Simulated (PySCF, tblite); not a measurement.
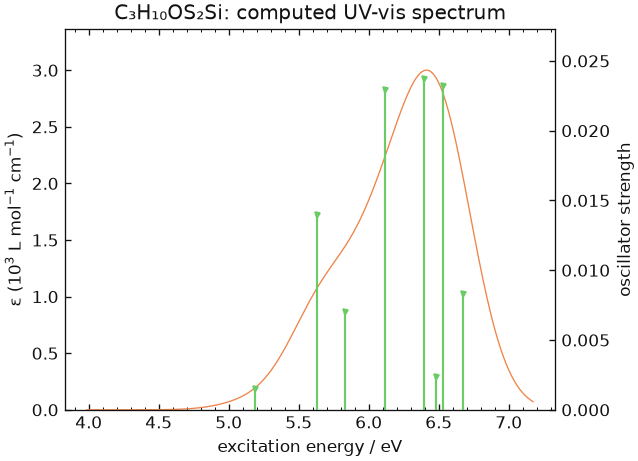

Computed absorption of C₃H₁₀OS₂Si, SMILES CS[SiH2]OCCS. Vertical TDDFT excitations, PBE0/def2-SVPD in PySCF, at a GFN2-xTB geometry (a minimum by its frequencies), gas phase. Only the first 8 singlet excitations are included; each is broadened by a Gaussian of 1/e half-width 0.33 eV. Sticks give oscillator strengths (right axis).

**Where is the lowest singlet, and is it bright?**

S1 lies at 5.19 eV (239 nm) with f = 0.001, mainly HOMO−1 → LUMO (95 %); it is dark or nearly so.

**List the transitions behind the spectrum.**

```tsv
state	E (eV)	λ (nm)	f	main character
S1	5.19	239	0.001	HOMO−1 → LUMO (95 %)
S2	5.63	220	0.014	HOMO → LUMO (53 %)
S3	5.83	213	0.007	HOMO → LUMO (37 %)
S4	6.11	203	0.023	HOMO−1 → LUMO+1 (73 %)
S5	6.39	194	0.024	HOMO → LUMO+2 (52 %)
S6	6.48	191	0.002	HOMO−1 → LUMO+2 (75 %)
S7	6.53	190	0.023	HOMO → LUMO+1 (57 %)
S8	6.67	186	0.008	HOMO−2 → LUMO (69 %)
```

Note: the tight-binding geometry is rougher than a DFT one and adds to the error; one conformer of a flexible molecule; core orbitals are frozen in the response.
